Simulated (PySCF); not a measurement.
**Geometry relaxation of C2H8SeSi (part 2 of 2)**

Continued. System: C2H8SeSi. Method: PBE0-D3(BJ)/def2-SVP geometry optimisation, gas phase (PySCF 2.14.0). 

Geometry of the input (Å):
```
C  -1.6884  0.1510  0.0545
C  -0.2691  0.4544  -0.3367
Si 0.9285  -0.7439  0.4938
Se 3.1092  -0.1650  -0.1490
H  -1.9972  -0.8381  -0.2511
H  -2.3873  0.8814  -0.4419
H  -1.8362  0.2666  1.1252
H  -0.1456  0.3975  -1.4253
H  -0.0140  1.4916  -0.0411
H  0.7268  -2.1273  0.0915
H  0.9140  -0.6264  1.9679
H  2.6991  0.8298  -1.0968
```

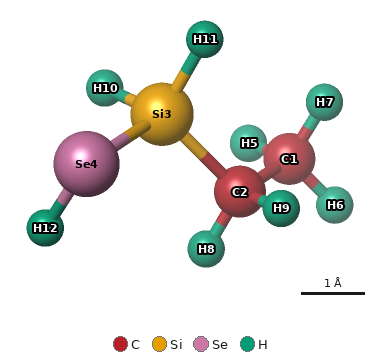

The geometry at step 14 of the log (ball-and-stick view, seen at a tilt; atoms are numbered from 1 in the order of the input).

**Trajectory as extended XYZ, continued**
```
12
Properties=species:S:1:pos:R:3:forces:R:3 step=8 energy=-75407.12513
C    -1.7311   -0.0393    0.1139    0.0434   0.0186   0.0918
C    -0.3662    0.6184   -0.0814   -0.0413  -0.0831  -0.0447
Si    1.0958   -0.4463    0.4547    0.0212   0.0791  -0.0341
Se    3.0568    0.3068   -0.4628   -0.0514  -0.0584  -0.0754
H    -1.8019   -0.9936   -0.4311   -0.0106  -0.0024  -0.0067
H    -2.5471    0.6076   -0.2434   -0.0009   0.0095  -0.0149
H    -1.9319   -0.2547    1.1763    0.0068  -0.0094  -0.0181
H    -0.2026    0.8637   -1.1451   -0.0234   0.0156  -0.0006
H    -0.3023    1.5752    0.4617    0.0167   0.0425  -0.0123
H     0.8394   -1.8691    0.0691    0.0417  -0.0095   0.0065
H     1.3598   -0.3623    1.9207   -0.0603  -0.0425   0.0466
H     2.6095   -0.0279   -1.8292    0.0580   0.0400   0.0620
12
Properties=species:S:1:pos:R:3:forces:R:3 step=9 energy=-75407.13545
C    -1.7297   -0.0274    0.0926    0.0026  -0.0109   0.0206
C    -0.3475    0.5695   -0.1577    0.0387  -0.0051  -0.0001
Si    1.0777   -0.4983    0.4669   -0.0477   0.0373   0.0072
Se    3.1019    0.2721   -0.2823   -0.0444   0.0049   0.0197
H    -1.8394   -1.0144   -0.3838    0.0002   0.0019  -0.0021
H    -2.5258    0.6202   -0.3070    0.0013   0.0026   0.0034
H    -1.9277   -0.1606    1.1683    0.0044   0.0006  -0.0035
H    -0.1819    0.7352   -1.2364   -0.0291  -0.0037  -0.0115
H    -0.2550    1.5617    0.3152    0.0341   0.0075  -0.0150
H     0.8572   -1.9206    0.0563    0.0105   0.0076  -0.0165
H     1.1961   -0.4471    1.9559    0.0058  -0.0212  -0.0073
H     2.6521    0.2883   -1.6846    0.0236  -0.0213   0.0052
12
Properties=species:S:1:pos:R:3:forces:R:3 step=10 energy=-75407.13823
C    -1.7302   -0.0226    0.0960   -0.0175  -0.0080   0.0071
C    -0.3494    0.5667   -0.1759    0.0430   0.0346  -0.0035
Si    1.0697   -0.5003    0.4582   -0.0611  -0.0074   0.0381
Se    3.1059    0.2713   -0.2434    0.0070   0.0188   0.0131
H    -1.8496   -1.0139   -0.3695    0.0050   0.0049  -0.0008
H    -2.5285    0.6238   -0.3012   -0.0013   0.0016   0.0085
H    -1.9154   -0.1447    1.1751   -0.0014   0.0019   0.0027
H    -0.1948    0.7226   -1.2579   -0.0171  -0.0216  -0.0016
H    -0.2467    1.5636    0.2858    0.0198  -0.0015  -0.0128
H     0.8545   -1.9225    0.0440    0.0136   0.0096  -0.0295
H     1.1647   -0.4585    1.9495    0.0022  -0.0090  -0.0091
H     2.6980    0.2929   -1.6572    0.0078  -0.0239  -0.0121
12
Properties=species:S:1:pos:R:3:forces:R:3 step=11 energy=-75407.14187
C    -1.7334   -0.0085    0.1113   -0.0247   0.0043  -0.0041
C    -0.3566    0.5739   -0.1952    0.0135   0.0654   0.0057
Si    1.0560   -0.4964    0.4388   -0.0285  -0.0521   0.0513
Se    3.1086    0.2721   -0.2077    0.0491   0.0218   0.0053
H    -1.8652   -1.0024   -0.3453    0.0018   0.0057   0.0006
H    -2.5394    0.6369   -0.2718    0.0003   0.0032   0.0080
H    -1.8943   -0.1237    1.1950   -0.0036   0.0030   0.0062
H    -0.2239    0.7210   -1.2813    0.0032  -0.0387   0.0071
H    -0.2369    1.5740    0.2563   -0.0040  -0.0072  -0.0114
H     0.8462   -1.9159    0.0131    0.0174   0.0104  -0.0380
H     1.1330   -0.4684    1.9315   -0.0116   0.0052  -0.0062
H     2.7839    0.2158   -1.6411   -0.0128  -0.0208  -0.0245
12
Properties=species:S:1:pos:R:3:forces:R:3 step=12 energy=-75407.14415
C    -1.7367    0.0107    0.1256   -0.0126   0.0124  -0.0059
C    -0.3595    0.5799   -0.2064   -0.0118   0.0456   0.0214
Si    1.0467   -0.4985    0.4258    0.0073  -0.0474   0.0367
Se    3.1112    0.2652   -0.1913    0.0419   0.0149  -0.0066
H    -1.8821   -0.9854   -0.3220   -0.0029   0.0047   0.0012
H    -2.5443    0.6589   -0.2492    0.0017   0.0053   0.0032
H    -1.8819   -0.0959    1.2125   -0.0013   0.0036   0.0045
H    -0.2409    0.7132   -1.2956    0.0122  -0.0338   0.0031
H    -0.2241    1.5829    0.2336   -0.0110  -0.0031  -0.0106
H     0.8424   -1.9132   -0.0176    0.0113   0.0080  -0.0297
H     1.1116   -0.4811    1.9190   -0.0186   0.0046  -0.0005
H     2.8357    0.1417   -1.6310   -0.0163  -0.0147  -0.0169
12
Properties=species:S:1:pos:R:3:forces:R:3 step=13 energy=-75407.14689
C    -1.7403    0.0467    0.1454    0.0079   0.0195  -0.0055
C    -0.3574    0.5842   -0.2184   -0.0342  -0.0040   0.0340
Si    1.0361   -0.5112    0.4134    0.0418  -0.0124   0.0039
Se    3.1148    0.2435   -0.1777    0.0122   0.0017  -0.0158
H    -1.9114   -0.9530   -0.2847   -0.0069   0.0032   0.0026
H    -2.5419    0.7042   -0.2258    0.0023   0.0054  -0.0026
H    -1.8697   -0.0406    1.2361    0.0020   0.0036   0.0009
H    -0.2530    0.6885   -1.3118    0.0158  -0.0116  -0.0036
H    -0.1966    1.5928    0.1989   -0.0091   0.0050  -0.0098
H     0.8385   -1.9160   -0.0618   -0.0041  -0.0010  -0.0067
H     1.0813   -0.5099    1.9069   -0.0154  -0.0052   0.0050
H     2.8778    0.0493   -1.6171   -0.0122  -0.0044  -0.0025
12
Properties=species:S:1:pos:R:3:forces:R:3 step=14 energy=-75407.14806
C    -1.7415    0.0762    0.1589    0.0142   0.0173  -0.0039
C    -0.3515    0.5845   -0.2200   -0.0305  -0.0334   0.0274
Si    1.0325   -0.5259    0.4094    0.0379   0.0171  -0.0177
Se    3.1156    0.2204   -0.1841   -0.0101  -0.0091  -0.0111
H    -1.9341   -0.9251   -0.2584   -0.0055   0.0021   0.0036
H    -2.5330    0.7442   -0.2153    0.0012   0.0036  -0.0030
H    -1.8656    0.0044    1.2513    0.0030   0.0035  -0.0001
H    -0.2518    0.6678   -1.3157    0.0104   0.0069  -0.0058
H    -0.1724    1.5965    0.1802    0.0001   0.0080  -0.0073
H     0.8330   -1.9228   -0.0867   -0.0131  -0.0073   0.0108
H     1.0695   -0.5362    1.9029   -0.0036  -0.0111   0.0038
H     2.8775   -0.0055   -1.6191   -0.0040   0.0021   0.0033
12
Properties=species:S:1:pos:R:3:forces:R:3 step=15 energy=-75407.14835
C    -1.7412    0.1052    0.1721    0.0102   0.0083  -0.0018
C    -0.3442    0.5839   -0.2171   -0.0123  -0.0358   0.0094
Si    1.0310   -0.5418    0.4065    0.0140   0.0262  -0.0269
Se    3.1147    0.1912   -0.2036   -0.0188  -0.0155  -0.0017
H    -1.9553   -0.8961   -0.2344   -0.0016   0.0014   0.0042
H    -2.5210    0.7846   -0.2061    0.0007   0.0023  -0.0009
H    -1.8624    0.0467    1.2656    0.0029   0.0040   0.0003
H    -0.2470    0.6522   -1.3144    0.0012   0.0161  -0.0045
H    -0.1471    1.5980    0.1690    0.0081   0.0055  -0.0019
H     0.8200   -1.9329   -0.1009   -0.0152  -0.0099   0.0198
H     1.0698   -0.5621    1.9000    0.0080  -0.0088   0.0005
H     2.8609   -0.0506   -1.6333    0.0029   0.0060   0.0035
12
Properties=species:S:1:pos:R:3:forces:R:3 step=16 energy=-75407.14812
C    -1.7389    0.1437    0.1893    0.0006  -0.0046   0.0015
C    -0.3340    0.5827   -0.2149    0.0115  -0.0183  -0.0156
Si    1.0270   -0.5645    0.4012   -0.0140   0.0158  -0.0273
Se    3.1127    0.1441   -0.2288   -0.0174  -0.0163   0.0085
H    -1.9814   -0.8569   -0.2028    0.0023   0.0013   0.0044
H    -2.5038    0.8377   -0.1930    0.0005   0.0018   0.0015
H    -1.8538    0.1022    1.2842    0.0020   0.0048   0.0009
H    -0.2424    0.6349   -1.3139   -0.0088   0.0178  -0.0010
H    -0.1108    1.5979    0.1541    0.0119  -0.0011   0.0067
H     0.7935   -1.9501   -0.1118   -0.0139  -0.0087   0.0216
H     1.0724   -0.5950    1.8944    0.0176   0.0001  -0.0026
H     2.8375   -0.0983   -1.6544    0.0076   0.0075   0.0013
12
Properties=species:S:1:pos:R:3:forces:R:3 step=17 energy=-75407.14821
C    -1.7360    0.1671    0.2000   -0.0074  -0.0116   0.0046
C    -0.3272    0.5825   -0.2135    0.0259   0.0043  -0.0306
Si    1.0233   -0.5797    0.3962   -0.0282  -0.0029  -0.0162
Se    3.1107    0.1070   -0.2483   -0.0080  -0.0127   0.0120
H    -1.9958   -0.8321   -0.1847    0.0040   0.0015   0.0034
H    -2.4922    0.8702   -0.1828    0.0006   0.0017   0.0028
H    -1.8457    0.1337    1.2956    0.0007   0.0052   0.0014
H    -0.2406    0.6303   -1.3134   -0.0127   0.0109   0.0026
H    -0.0867    1.5964    0.1486    0.0097  -0.0066   0.0116
H     0.7675   -1.9642   -0.1099   -0.0081  -0.0042   0.0139
H     1.0803   -0.6117    1.8891    0.0168   0.0085  -0.0038
H     2.8205   -0.1210   -1.6733    0.0066   0.0059  -0.0019
12
Properties=species:S:1:pos:R:3:forces:R:3 step=18 energy=-75407.14847
C    -1.7352    0.1689    0.2015   -0.0061  -0.0061   0.0052
C    -0.3271    0.5837   -0.2154    0.0186   0.0082  -0.0276
Si    1.0210   -0.5808    0.3939   -0.0180  -0.0112  -0.0140
Se    3.1105    0.1006   -0.2476   -0.0008  -0.0102   0.0102
H    -1.9962   -0.8302   -0.1826    0.0029   0.0016   0.0032
H    -2.4922    0.8724   -0.1791    0.0003   0.0021   0.0018
H    -1.8420    0.1355    1.2975    0.0002   0.0047   0.0015
H    -0.2435    0.6322   -1.3155   -0.0085   0.0065   0.0026
H    -0.0836    1.5969    0.1467    0.0040  -0.0069   0.0123
H     0.7608   -1.9658   -0.1087   -0.0063  -0.0032   0.0109
H     1.0806   -0.6111    1.8867    0.0109   0.0099  -0.0023
H     2.8250   -0.1239   -1.6739    0.0028   0.0047  -0.0037
12
Properties=species:S:1:pos:R:3:forces:R:3 step=19 energy=-75407.14866
C    -1.7344    0.1712    0.2033   -0.0023  -0.0006   0.0041
C    -0.3269    0.5850   -0.2174    0.0096   0.0062  -0.0214
Si    1.0186   -0.5822    0.3915   -0.0078  -0.0125  -0.0129
Se    3.1109    0.0932   -0.2470    0.0015  -0.0091   0.0070
H    -1.9965   -0.8278   -0.1803    0.0011   0.0014   0.0031
H    -2.4922    0.8750   -0.1751    0.0007   0.0020   0.0006
H    -1.8383    0.1377    1.2995    0.0006   0.0041   0.0010
H    -0.2463    0.6341   -1.3176   -0.0051   0.0036   0.0015
H    -0.0807    1.5975    0.1449    0.0009  -0.0055   0.0125
H     0.7539   -1.9674   -0.1080   -0.0051  -0.0027   0.0087
H     1.0803   -0.6101    1.8842    0.0058   0.0092  -0.0007
H     2.8295   -0.1279   -1.6746    0.0000   0.0039  -0.0035
```

**Results in brief**

| quantity | value |
| --- | --- |
| outcome | converged |
| total energy | −2771.161623 hartree |
| dipole moment | 1.76 D |
| point group | C1 |
| hardware | 1 CPU thread, shared host |
| wall time | 2 min |
| peak memory | 0.51 GiB |
